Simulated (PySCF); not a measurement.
SMILES O[B]([Al]([OH])[OH])O at its PBE0/def2-SVP optimised geometry (Å):

```
10

B      1.1431    -0.0041     0.0000
O      1.7977    -0.0733    -1.1966
O      1.8033     0.0672     1.1932
Al    -0.9795    -0.0041     0.0000
O     -1.8155     1.4862     0.0000
O     -1.8223    -1.4907    -0.0020
H      2.7620    -0.0678    -1.1302
H      2.7673     0.0670     1.1218
H     -2.7598     1.6433    -0.0031
H     -2.7673    -1.6433    -0.0060
```

Level of theory: PySCF 2.14.0 with PBE0/def2-TZVP.

Map of the deformation density (molecule minus spherical neutral atoms) (e/bohr³) on the plane z = 0.6 Å:

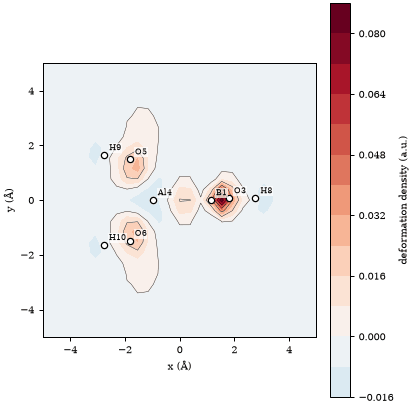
Deformation density (molecule minus spherical neutral atoms) (e/bohr³) on the plane z = 0.6 Å.
